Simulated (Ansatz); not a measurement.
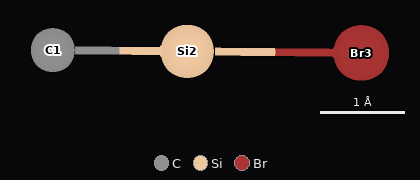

Fig. 1: The starting structure (ball-and-stick view, seen at a tilt; atoms are numbered from 1 in the order of the input). Bond lengths as drawn: Br–Si 2.21 Å and C–Si 1.71 Å.

## Run report: CBrSi, molecular dynamics

System: CBrSi, multiplicity 2.
Method: UKS PBE0-D4/def2-SVP (Ansatz 0.2.0).

The run did not end well.

Input:
```yaml
crystal:
  periodic: [false, false, false]
  atoms:
    - {symbol: C, position_ang: [1.200210, 1.206760, 0.791340]}
    - {symbol: Si, position_ang: [0.107380, 0.108050, 0.070810]}
    - {symbol: Br, position_ang: [-1.307580, -1.314810, -0.862150]}
basis:
  gaussian: {orbitals: def2-SVP}
magnetization: {spin_polarized: true, initial_magnetization: 1}
hamiltonian: {xc: pbe0, dispersion: d4}
md: {n_steps: 30, timestep: 0.25, temperature: 1000, ensemble: nve, seed: 325, initial_velocities: maxwell_boltzmann}
```

Machine: 2 threads of AMD EPYC, 180 GiB of memory available, shared host.

Launch command:
```bash
ansatz run in.yaml --threads 2 --pin off --events-out ev --progress --plain --max-ram 3481MiB
```

What the program printed:
```
Functional definition: PBE0
  name "PBE0"
  cite "Adamo & Barone, J. Chem. Phys. 110, 6158 (1999) doi:10.1063/1.478522"
  cite "Perdew, Burke & Ernzerhof, Phys. Rev. Lett. 77, 3865 (1996) doi:10.1103/PhysRevLett.77.3865"
  parent pbe
  parameter a = 0.25
  parameter kappa = 0.804
  parameter beta = 0.06672455060314922
  exchange = (1 - a)*pbe_x(kappa = kappa, mu = beta*pi^2/3) + a*exact_x
  correlation = pbe_c(beta = beta)
663 factors; integrals over basis functions are off by at most 4.0e-4 eV
mean field evaluation 1: about -78923.0656 eV, gradient 3.4e1 eV
mean field evaluation 2: about -78870.5718 eV, gradient 7.3e1 eV
mean field evaluation 4: about -78930.7206 eV, gradient 4.1e0 eV
mean field evaluation 8: about -78930.7983 eV, gradient 9.7e-2 eV
mean field evaluation 16: about -78930.7986 eV, gradient 2.9e-3 eV
mean field evaluation 32: about -78930.7986 eV, gradient 3.7e-3 eV
mean field evaluation 64: about -78930.7986 eV, gradient 9.3e-4 eV
mean field -78930.79858380 eV, -2900.6533467377 hartree, gradient 2.3e-10 eV, S^2 0.755429; 5 other end points of the search recorded, 0 dependent functions left out
the calculation of the forces begins
reference -78930.79860138 eV, -2900.6533473837 hartree; 28, 27 occupied and 36, 37 virtual orbitals, 663 factors
md step     0: t =     0.00 fs  T =  1000.0 K  F+E_penalty+E_count = -78930.86852090 eV  E_kin = 0.129260 eV  conserved = -78930.73926091 eV  (626 SCF iters)
these checks for a lower state are left out or cut short: starts, cluster_reference, orbital_swaps, neighbouring_geometries, increment
663 factors; integrals over basis functions are off by at most 4.0e-4 eV
mean field evaluation 96: about -78930.7983 eV, gradient 1.3e-5 eV
Error: SIGTERM received: run cancelled behind 120 evaluations of the mean field
```

Outcome:

| quantity | value |
| --- | --- |
| outcome | stopped at the time limit |
| trajectory | 0 steps, 0 fs |
| ensemble | nve |
| temperature in the input | 1000 K |
| time step | 0.25 fs |
| wall time | 3 min (CPU time 3.7 min) |
| peak memory | 0.25 GiB |

Diagnosis:

The run was cut off by its time limit, so the output is incomplete.
